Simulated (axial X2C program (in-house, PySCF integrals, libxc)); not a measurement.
Relativistic diatomic calculation, with input and output: PbBe

PbBe. The reference is closed-shell PbBe; the roots are vertical excitation energies. The distance is the PBE0 minimum at charge 0. Computed at this level: EOM-EE-CCSD, two-component X2C with atomic mean-field Coulomb and Gaunt terms, Pb dyall-acv3z, Be dyall-acv3z (cores contracted) (axial X2C program (in-house, PySCF integrals, libxc)).

**The input**
```
{"zs": [82, 4], "q": 0, "bas": ["dyall-acv3z", "dyall-acv3z"], "r0": 2.46, "eom": "ee", "thr": -2.0, "nmax": 88}
```

The line is the task of a batch: nuclear charges, charge, bases, a first guess of the distance and further settings. This report covers the levels named above. The log is that of the reference distance 2.53 Å.

The run was one of a batch that the task file lists, launched with:
```bash
python <driver script> task.json out
```

**The program's output**
```
two-component X2C + atomic mean field  HF
basis functions 248  fitting functions 1220  grid points 5081
iter        total energy     max residual
   1     -20896.419938750     1.56e+01
   2     -20900.652493043     3.70e-02
   3     -20900.696729603     3.42e-02
   4     -20900.717504746     3.98e-03
   5     -20900.718624034     1.62e-03
   6     -20900.718990679     1.07e-03
   7     -20900.719176160     6.19e-04
   8     -20900.719250577     2.72e-04
   9     -20900.719267129     1.07e-04
  10     -20900.719270011     5.76e-05
  11     -20900.719270864     2.40e-05
  12     -20900.719271045     9.55e-06
  13     -20900.719271075     4.56e-06
  14     -20900.719271079     1.29e-06
  15     -20900.719271079     2.36e-07
converged
one-electron -28714.46041160  Coulomb 8157.19216697  exact exchange -391.86198161  xc functional 0.00000000  nuclear repulsion 68.60479256  atomic mean-field constant -20.19383740
correlated 16  virtual 306  natural virtual 88  E(MP2) -0.532753765  MP2 remainder -0.108142444
iter   CCSD correlation   residual
   1     -0.394507784   1.82e-01
   2     -0.410622323   8.58e-02
   3     -0.411787737   4.07e-02
   4     -0.411776197   1.48e-02
   5     -0.412027815   6.12e-03
   6     -0.412009438   2.75e-03
   7     -0.412007082   9.04e-04
   8     -0.412018538   3.42e-04
   9     -0.412011995   1.53e-04
  10     -0.412013598   9.16e-05
  11     -0.412012341   5.64e-05
  12     -0.412013134   3.37e-05
  13     -0.412013408   1.84e-05
  14     -0.412013464   9.28e-06
  15     -0.412013569   4.50e-06
  16     -0.412013509   2.01e-06
  17     -0.412013507   9.17e-07
(T) -0.010250549647520792  T1 0.0198  D1 0.0374  max T2 0.102
EOM-EE-CCSD roots
2*Omega      energy/Eh   energy/eV  one-particle weight
    0       0.03094333      0.8420      0.946
    0       0.05042949      1.3723      0.901
    0       0.08281099      2.2534      0.931
    0       0.10390972      2.8275      0.885
    0       0.10434797      2.8395      0.901
    2       0.02779566      0.7564      0.945
    2       0.03512873      0.9559      0.945
    2       0.08464954      2.3034      0.919
    2       0.10295344      2.8015      0.886
    4       0.04033555      1.0976      0.938
    4       0.08918922      2.4270      0.898
    4       0.12041253      3.2766      0.626
    6       0.17801281      4.8440      0.001
```

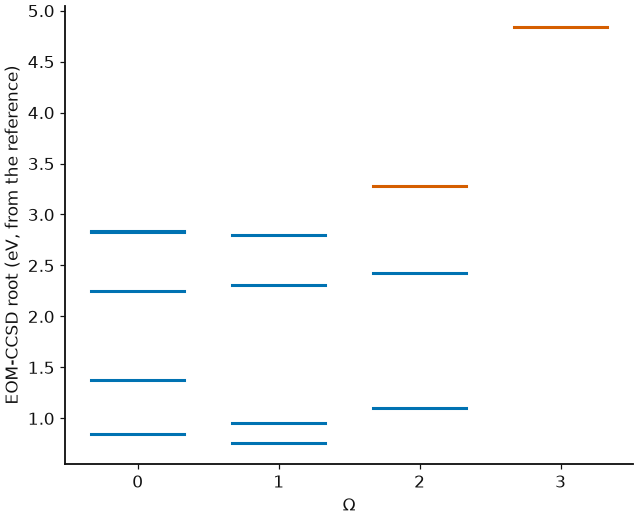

**Figure 1.** EOM-CCSD roots by Ω at 2.53 Å; roots whose one-particle weight is under 0.8 have the second colour. The lowest has Ω = 1 and lies at 0.756 eV, with one-particle weight 0.95. 2 of the 13 roots are less well described at this level.

**Summary**

```tsv
quantity	value
outcome	converged
HF energy of the reference PbBe	−20900.71927 hartree
MP2 energy of the reference PbBe	−20901.25202 hartree
CCSD energy of the reference PbBe (with the MP2 share of the virtual spinors left out of the coupled-cluster step)	−20901.23943 hartree
CCSD(T) energy of the reference PbBe	−20901.24968 hartree
T1 diagnostic (spinor form; for a closed shell √2 times the usual value)	0.020
hardware	1 thread of Arm Neoverse N1, 98 GiB of memory available, shared host
wall time	2 min
peak memory	1 GiB
```
